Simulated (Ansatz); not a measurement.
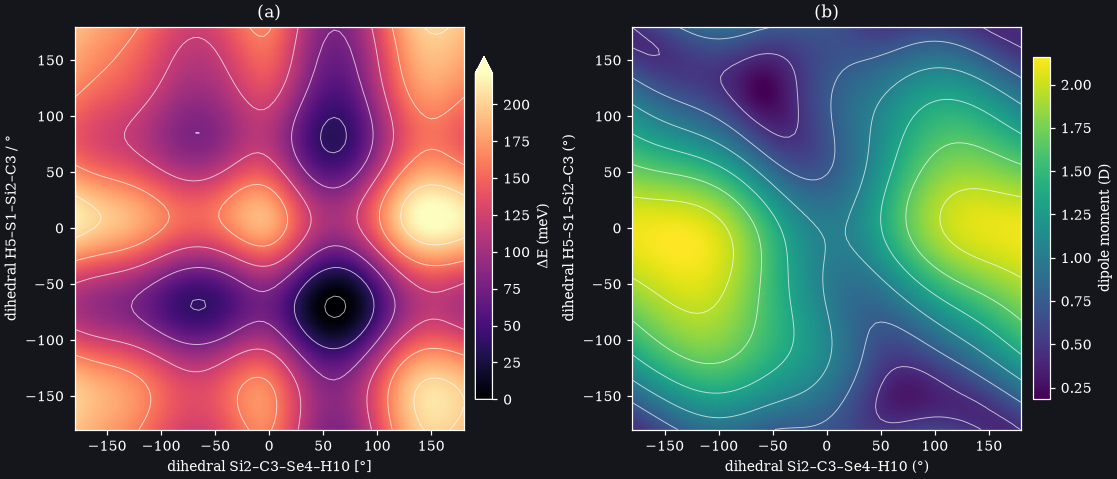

CH₆SSeSi, SMILES S[SiH2]C[SeH]. 
- Coordinates scanned: (1) dihedral Si2–C3–Se4–H10; (2) dihedral H5–S1–Si2–C3.
- Nothing is relaxed (all other coordinates rigid).
- Grid: 18 × 18 points.
- Points are written as (first, second).
- Energies are in meV, from the lowest grid point.
- Method: RKS PBE-D4/def2-SVP in Ansatz 0.2.0.

Panel (a) is the energy and panel (b) the computed dipole moment on the same grid.

The picture shows a smooth colour map with a few white contour lines, one colour for all values above the top of the scale. Between grid points the surface is interpolated.

How does the dipole moment vary over the map, and what is it at the lowest grid point?

Leaving out the highest fifth of the energies, it runs from 0.19 D at (−60°, 120°) to 2.16 D at (−140°, −20°). At the lowest grid point, (60°, −80°), it is 0.80 D.

```csv
"dihedral H5–S1–Si2–C3 ↓, dihedral Si2–C3–Se4–H10 →",−180,−140,−100,−60,−20,20,60,100,140
160,0.46,0.52,0.64,0.51,0.60,0.68,0.72,0.84,0.70
120,0.93,0.68,0.51,0.19,0.53,0.85,1.09,1.29,1.22
80,1.40,1.20,0.98,0.59,0.52,0.87,1.25,1.57,1.59
40,1.83,1.76,1.58,1.15,0.79,0.93,1.40,1.81,1.91
0,2.11,2.13,2.01,1.57,1.12,1.06,1.47,1.91,2.08
−40,1.98,2.10,2.03,1.64,1.19,0.95,1.19,1.59,1.83
−80,1.67,1.89,1.89,1.60,1.25,0.89,0.80,1.09,1.39
−120,1.26,1.57,1.65,1.47,1.23,0.87,0.50,0.61,0.90
−160,0.69,1.03,1.18,1.05,0.92,0.68,0.35,0.38,0.42
```

The table holds every second grid line.
